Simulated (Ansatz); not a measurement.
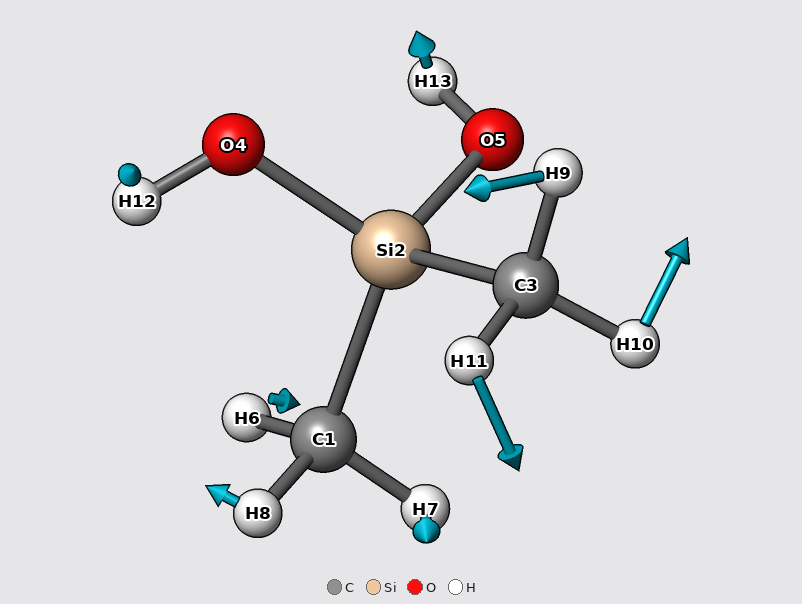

The arrows show one normal mode. Harmonic vibrations computed with RKS PBE0-D4/def2-TZVP (Ansatz 0.2.0) at a stationary point of the same level.

Q: Describe the motion.

A: A torsion or out-of-plane motion in which bond lengths and bond angles hardly change.

Q: Estimate its harmonic wavenumber.

A: 140 cm⁻¹; it is mode 2 of 33 counted from the lowest.
